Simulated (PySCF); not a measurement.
# C2H8BF2NSi: the cost of one run

Computed with PySCF 2.14.0, with density-fitted response routines of our own, on a single molecule in the gas phase. Atoms are numbered from 0 throughout.

### Step 1. The starting structure

15 atoms, charge 0, multiplicity 1; geometry from: GFN2-xTB.

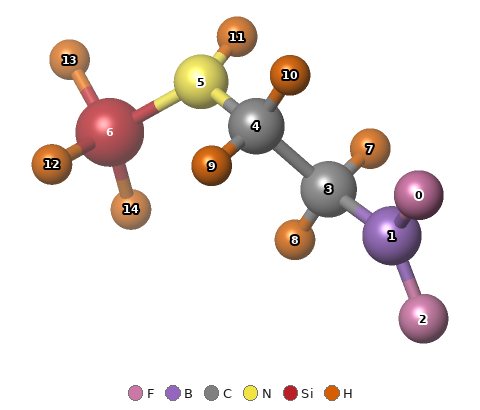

As it starts; fluorine pink, boron purple, carbon grey, nitrogen yellow, silicon red, hydrogen orange, atoms numbered.

### Step 2. Excited states and response: wB97X-D/def2-SVPD

Job settings and geometry (Å):

```
{"job": {"kind": "uv", "xc": "wB97X-D", "basis": "def2-SVPD", "nstates": 8, "ntriplets": 3}, "charge": 0, "multiplicity": 1}
F     -2.882575     1.668796     0.292950
B     -2.498516     0.604407    -0.382464
F     -3.312423     0.283286    -1.368099
C     -1.195221    -0.212856    -0.038629
C     -0.020842     0.661622     0.454005
N      1.146936    -0.099134     0.808376
Si     2.291328    -0.672385    -0.341719
H     -1.426650    -0.932898     0.753380
H     -0.863419    -0.799356    -0.896978
H      0.264217     1.356662    -0.337839
H     -0.351074     1.247858     1.318257
H      0.987606    -0.664276     1.629322
H      2.704451     0.503417    -1.106957
H      3.355445    -1.244902     0.477987
H      1.796322    -1.692252    -1.283505
```

With the program's defaults for keys left out, this is: TDDFT wB97X-D/def2-SVPD, vertical, gas phase, core orbitals frozen in the response.

Launch:

```console
$ OMP_NUM_THREADS=1 python probes_run.py task.json out
```

The driver reads the jobs from task.json and runs them one after another.

**Question.** How long does this job take on 1 thread of Arm Neoverse V1, shared host, and how much memory does it need?

About 51 s, with a peak of 0.93 GiB.
